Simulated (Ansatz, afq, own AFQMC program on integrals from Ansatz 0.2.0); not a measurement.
# AlBH₃ (doublet): quantum Monte Carlo beside coupled cluster at distance B1–Al2 = 4.355 Å, cc-pVDZ, part 2 of 2

Ansatz 0.2.0, Gaussian basis, and an in-house AFQMC program (afq) on its integrals; all values are calculated; cc-pVDZ, frozen cores. Earlier steps stand in the parts before.

## 10. Phaseless AFQMC, CISD trial on ROHF

It reads the integrals that the CCSD(T) run on this determinant wrote.

The run is started by

```sh
$ afq ham --method phaseless --trial cisd --walkers 60 --populations 1 --least-time 40 --time-step 0.005 --steps-per-block 50 --equilibration-blocks 40 --max-blocks 300 --target-error 0.00072 --factor-cut 1e-05 --start spin_pure --seed 834 --release-times 0.24,0.51,0.99,1.62,2.4 --release-step 0.03 --release-every 4 --taylor-order 6
```

What it wrote:

```text
orbitals 41  electrons 5 4  factors 289 of 443
reference energy -268.20173932 Eh
CCSD correlation -0.16223414 Eh in 12 cycles, weight of the determinant in the CISD state 0.8756
energy of the start -268.363974 Eh
 block  time / (1/Eh)  mean weight  energy / Eh
     1     0.250  0.9992  -268.361722
     2     0.500  0.9993  -268.361506
     3     0.750  0.9986  -268.362240
     4     1.000  0.9994  -268.362594
     5     1.250  0.9996  -268.363466
     6     1.500  1.0020  -268.364870
     7     1.750  1.0000  -268.366529
     8     2.000  0.9990  -268.365215
     9     2.250  0.9991  -268.365547
    10     2.500  1.0009  -268.365840
    11     2.750  0.9980  -268.367437
    16     4.000  0.9996  -268.367737
    21     5.250  0.9992  -268.368478
    26     6.500  0.9999  -268.366525
    31     7.750  1.0021  -268.364109
    36     9.000  1.0003  -268.366881
    41    10.250  0.9994  -268.363109
    46    11.500  0.9965  -268.366107
    51    12.750  0.9999  -268.373604
    56    14.000  1.0010  -268.365771
    61    15.250  1.0013  -268.364874
    66    16.500  0.9971  -268.365104
    71    17.750  1.0017  -268.369777
    76    19.000  1.0007  -268.368167
    81    20.250  0.9977  -268.363836
    86    21.500  1.0007  -268.369133
    91    22.750  0.9987  -268.368913
    96    24.000  1.0001  -268.367488
   101    25.250  1.0017  -268.364032
   106    26.500  0.9996  -268.367170
   111    27.750  0.9990  -268.366081
   116    29.000  1.0006  -268.365421
   121    30.250  0.9995  -268.367345
   126    31.500  1.0003  -268.367122
   131    32.750  0.9995  -268.365068
   136    34.000  0.9975  -268.365992
   141    35.250  1.0000  -268.368077
   146    36.500  0.9994  -268.364037
   151    37.750  1.0016  -268.364918
   156    39.000  1.0009  -268.367292
   161    40.250  1.0002  -268.367787
   166    41.500  1.0003  -268.366737
   171    42.750  0.9998  -268.365399
   176    44.000  1.0003  -268.365085
   181    45.250  0.9992  -268.376531
   186    46.500  1.0020  -268.367616
   191    47.750  0.9980  -268.368499
   196    49.000  0.9995  -268.364888
blocks merged  error / Eh  count
     1  0.000182  160
     2  0.000227  80
     4  0.000273  40
     8  0.000292  20
    16  0.000228  10
released: time / (1/Eh)  energy / Eh  error  mean overlap
  0.24  -268.366643  0.000306  1.0072
  0.51  -268.366448  0.000213  1.0224
  0.99  -268.366786  0.000304  1.0157
  1.62  -268.367371  0.000354  1.0059
  2.40  -268.367185  0.000332  1.0017
energy -268.366728 +/- 0.000292 Eh
```

It took 6 min on 1 thread of Arm Neoverse V1, shared host.

Energy -7302.6307 ± 0.0079 eV. Caveats: constraint bias not in the error.

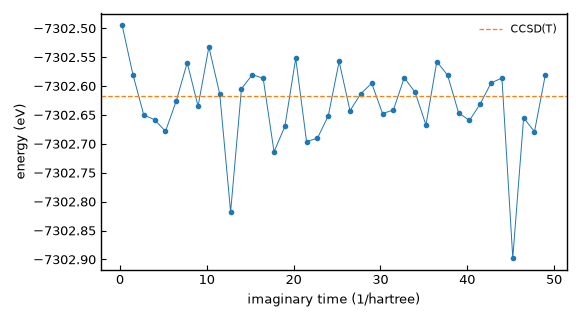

Block energies along the walk.

## 11. CCSD(T) on UHF

in.yaml

```yaml
crystal:
  periodic: [false, false, false]
  atoms:
    - {symbol: B, position_ang: [0.000000, 0.000000, 2.996672]}
    - {symbol: Al, position_ang: [0.000000, 0.000000, -1.358328]}
    - {symbol: H, position_ang: [0.000000, 1.043975, 3.582086]}
    - {symbol: H, position_ang: [0.000000, -1.043975, 3.582086]}
    - {symbol: H, position_ang: [0.000000, 0.000000, -2.944914]}
basis:
  gaussian: {orbitals: cc-pVDZ}
magnetization: {spin_polarized: true, initial_magnetization: 1}
correlation: {method: ccsd_t, electrons: outside_noble_gas, hamiltonian_folder: ham}
```

The run is started by

```sh
$ ansatz run in.yaml --threads 1 --pin off --events-out ev --progress --plain --max-ram 1382MiB
```

What it wrote (excerpt; [...] marks lines left out):

```text
Functional definition: HF
  name "HF"
  cite "Fock, Z. Phys. 61, 126 (1930) doi:10.1007/BF01340294"
  parent pbe
[...]
443 factors; integrals over basis functions are off by at most 1.1e-3 eV
[...]
mean field -7298.19643582 eV, -268.2037721211 hartree, gradient 8.6e-9 eV, S^2 0.958288; 21 other end points of the search recorded, 0 dependent functions left out
determinant -7298.19643582 eV, -268.2037721211 hartree, with singles and doubles -7302.54964174 eV, -268.3637494879 hartree
determinant -7297.13630646 eV, -268.1648130858 hartree, with singles and doubles -7300.83582510 eV, -268.3007678881 hartree
determinant -7297.12521014 eV, -268.1644053034 hartree, with singles and doubles -7300.82531845 eV, -268.3003817758 hartree
determinant -7296.73858168 eV, -268.1501969696 hartree, with singles and doubles -7301.21510144 eV, -268.3147060367 hartree
[...]
determinant -7295.22210983 eV, -268.0944676570 hartree, with singles and doubles -7300.80614982 eV, -268.2996773417 hartree
determinant -7298.17458235 eV, -268.2029690210 hartree, with singles and doubles -7302.55634231 eV, -268.3639957294 hartree
determinant -7298.19643582 eV, -268.2037721211 hartree, with singles and doubles -7302.55445301 eV, -268.3639262990 hartree
determinant -7298.17458235 eV, -268.2029690210 hartree, with singles and doubles -7302.55622944 eV, -268.3639915816 hartree
6 core orbitals not correlated: weight in the atoms' cores, before any rotation towards them, 1.000 or more for the frozen orbitals, at most 0.000 for the correlated occupied ones
reference -7298.17458235 eV, -268.2029690210 hartree; 5, 4 occupied and 36, 37 virtual orbitals, 443 factors
second order -3.24344710 eV of doubles, -0.00000000 eV of singles
cycle   1  -4.38164893 eV  change   -1.8e-6 eV  update   2.9e-6
perturbative correction -0.06120929 eV, -0.0022493999 hartree
Total energy: -7302.61744057 eV, -268.3662410491 hartree
```

Run time: 9 s. Hardware: 1 thread of Arm Neoverse V1, shared host.

From the report: ⟨S²⟩ of the determinant 0.753 (pure doublet: 0.75); correlation -4.4429 eV; T1 0.010; largest double amplitude 0.10.

This run also writes the integrals to the folder ham.

## 12. CCSDT(Q) on UHF

in.yaml, as its differences from that of step 11:

```diff
@@ -11,2 +11,2 @@
 magnetization: {spin_polarized: true, initial_magnetization: 1}
-correlation: {method: ccsd_t, electrons: outside_noble_gas, hamiltonian_folder: ham}
+correlation: {method: ccsdt_q, electrons: outside_noble_gas}
```

Same command.

What it wrote (excerpt; [...] marks lines left out):

```text
Functional definition: HF
  name "HF"
  cite "Fock, Z. Phys. 61, 126 (1930) doi:10.1007/BF01340294"
  parent pbe
[...]
852 factors; integrals over basis functions are off by at most 1.3e-7 eV
[...]
mean field -7298.19645758 eV, -268.2037729207 hartree, gradient 2.2e-6 eV, S^2 0.958301; 21 other end points of the search recorded, 0 dependent functions left out
determinant -7298.19645758 eV, -268.2037729207 hartree, with singles and doubles -7302.54966439 eV, -268.3637503205 hartree
determinant -7297.13633060 eV, -268.1648139729 hartree, with singles and doubles -7300.83583492 eV, -268.3007682492 hartree
determinant -7297.12523344 eV, -268.1644061598 hartree, with singles and doubles -7300.82532712 eV, -268.3003820944 hartree
determinant -7296.73861037 eV, -268.1501980242 hartree, with singles and doubles -7301.21513199 eV, -268.3147071591 hartree
[...]
determinant -7298.17460117 eV, -268.2029697127 hartree, with singles and doubles -7302.55636452 eV, -268.3639965455 hartree
determinant -7298.19645758 eV, -268.2037729207 hartree, with singles and doubles -7302.55447550 eV, -268.3639271254 hartree
determinant -7298.17460117 eV, -268.2029697127 hartree, with singles and doubles -7302.55625207 eV, -268.3639924130 hartree
6 core orbitals not correlated: weight in the atoms' cores, before any rotation towards them, 1.000 or more for the frozen orbitals, at most 0.000 for the correlated occupied ones
reference -7298.17460117 eV, -268.2029697127 hartree; 5, 4 occupied and 36, 37 virtual orbitals, 852 factors
second order -3.24349049 eV of doubles, -0.00000000 eV of singles
cycle   1  -4.02045957 eV  change   -7.8e-1 eV  update   8.1e-2
[...]
cycle  19  -4.46299865 eV  change   -8.6e-8 eV  update   8.6e-7
perturbative correction -0.00151080 eV, -0.0000555208 hartree
Total energy: -7302.63911062 eV, -268.3670374086 hartree
```

Wall time 41 s (1 thread of Arm Neoverse V1, shared host); peak memory 0.41 GiB.

From the report: ⟨S²⟩ of the determinant 0.753 (pure doublet: 0.75); correlation -4.4645 eV; T1 0.011; largest double amplitude 0.10.

## 13. Phaseless AFQMC, CISD trial on UHF

It reads the integrals that the CCSD(T) run on this determinant wrote.

The run is started by

```sh
$ afq ham --method phaseless --trial cisd --walkers 60 --populations 1 --least-time 40 --time-step 0.005 --steps-per-block 50 --equilibration-blocks 40 --max-blocks 300 --target-error 0.00072 --factor-cut 1e-05 --start spin_pure --seed 834 --release-times 0.24,0.51,0.99,1.62,2.4 --release-step 0.03 --release-every 4 --taylor-order 6
```

What it wrote:

```text
orbitals 41  electrons 5 4  factors 289 of 443
reference energy -268.20296902 Eh
CCSD correlation -0.16102252 Eh in 12 cycles, weight of the determinant in the CISD state 0.8765
energy of the start -268.363947 Eh
 block  time / (1/Eh)  mean weight  energy / Eh
     1     0.250  0.9988  -268.361805
     2     0.500  1.0003  -268.361728
     3     0.750  1.0002  -268.362392
     4     1.000  0.9997  -268.362398
     5     1.250  0.9993  -268.362949
     6     1.500  1.0011  -268.363385
     7     1.750  0.9999  -268.365295
     8     2.000  0.9997  -268.365141
     9     2.250  0.9992  -268.365678
    10     2.500  1.0007  -268.366773
    11     2.750  0.9976  -268.367734
    16     4.000  0.9997  -268.366701
    21     5.250  1.0001  -268.369994
    26     6.500  0.9992  -268.365835
    31     7.750  1.0017  -268.365959
    36     9.000  1.0011  -268.365138
    41    10.250  0.9998  -268.363899
    46    11.500  1.0015  -268.367422
    51    12.750  0.9993  -268.369158
    56    14.000  1.0012  -268.364307
    61    15.250  1.0012  -268.364220
    66    16.500  0.9975  -268.363541
    71    17.750  1.0004  -268.367714
    76    19.000  1.0009  -268.370278
    81    20.250  0.9980  -268.366349
    86    21.500  1.0004  -268.368120
    91    22.750  0.9993  -268.365496
    96    24.000  1.0008  -268.365342
   101    25.250  1.0022  -268.363077
   106    26.500  1.0006  -268.364926
   111    27.750  0.9982  -268.365581
   116    29.000  1.0004  -268.366112
   121    30.250  0.9983  -268.372168
   126    31.500  0.9998  -268.368716
   131    32.750  0.9993  -268.366770
   136    34.000  0.9966  -268.365571
   141    35.250  1.0001  -268.364757
   146    36.500  1.0000  -268.366123
   151    37.750  1.0012  -268.366190
   156    39.000  1.0025  -268.367009
   161    40.250  1.0015  -268.369727
   166    41.500  1.0004  -268.364321
   171    42.750  0.9991  -268.366801
   176    44.000  0.9997  -268.366491
   181    45.250  1.0000  -268.366542
   186    46.500  1.0010  -268.370012
   191    47.750  0.9981  -268.364993
   196    49.000  1.0003  -268.367239
blocks merged  error / Eh  count
     1  0.000174  160
     2  0.000220  80
     4  0.000280  40
     8  0.000341  20
    16  0.000418  10
released: time / (1/Eh)  energy / Eh  error  mean overlap
  0.24  -268.367101  0.000355  1.0002
  0.51  -268.366790  0.000307  1.0085
  0.99  -268.367059  0.000294  1.0171
  1.62  -268.366742  0.000279  1.0357
  2.40  -268.366772  0.000376  1.0114
energy -268.366627 +/- 0.000341 Eh
```

It took 6.2 min on 1 thread of Arm Neoverse V1, shared host.

Energy -7302.6279 ± 0.0093 eV. Caveats: constraint bias not in the error. The error still grows with block length (0.0076 to 0.0114 eV), so the bar may be too small.

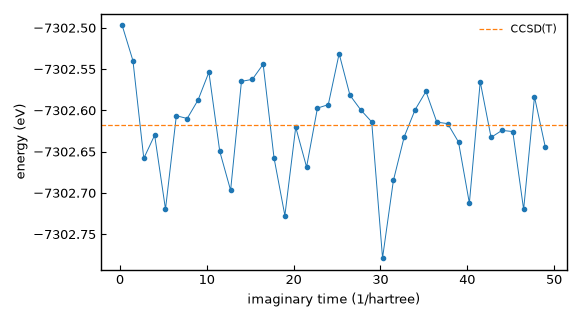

Block energies along the walk.

## 14. AFQMC on the ladder

On the ROHF determinant, counted from CCSDT(Q) (a yardstick, not exact):

```csv
level,energy (eV),from CCSDT(Q) (kJ/mol),statistical error (kJ/mol),time
HF,-7298.1411,+434.0,,
MP2,-7301.4148,+118.1,,
CCSD,-7302.5557,+8.0,,
CCSD(T),-7302.6173,+2.1,,
CCSDT(Q),-7302.6389,0.0,,
"Phaseless AFQMC, CISD trial, step 0.005, 60 walkers",-7302.6307,+0.8,0.8,6 min
```

On the UHF determinant, counted from CCSDT(Q) (a yardstick, not exact):

| level | energy (eV) | from CCSDT(Q) (kJ/mol) | statistical error (kJ/mol) | time |
| --- | --- | --- | --- | --- |
| HF | -7298.1746 | +430.8 |  |  |
| MP2 | -7301.4180 | +117.8 |  |  |
| CCSD | -7302.5562 | +8.0 |  |  |
| CCSD(T) | -7302.6174 | +2.1 |  |  |
| CCSDT(Q) | -7302.6391 | 0.0 |  |  |
| Phaseless AFQMC, CISD trial, step 0.005, 60 walkers | -7302.6279 | +1.1 | 0.9 | 6.2 min |

The functionals' totals stand on their own zeros and serve differences with other points: PBE -7311.691 eV; r2SCAN -7315.514 eV; PBE0 -7312.721 eV; B3LYP -7317.944 eV; wB97M-V -7315.844 eV; B2PLYP -7312.848 eV.

## 15. Summary of results

What follows sums up all 2 parts.

| quantity | value |
| --- | --- |
| CCSD(T) on ROHF from CCSDT(Q) | +2.1 kJ/mol |
| Phaseless AFQMC, CISD trial on ROHF from CCSDT(Q) | +0.8 ± 0.8 kJ/mol |
| CCSD(T) on UHF from CCSDT(Q) | +2.1 kJ/mol |
| Phaseless AFQMC, CISD trial on UHF from CCSDT(Q) | +1.1 ± 0.9 kJ/mol |

**Reading.** On ROHF the phaseless walk with the CISD trial lies +0.8 kJ/mol from CCSDT(Q), within three error bars. On UHF the phaseless walk with the CISD trial lies +1.1 kJ/mol from CCSDT(Q), within three error bars. Error bars are statistical and leave out the constraint, the time step and what remains of the start.
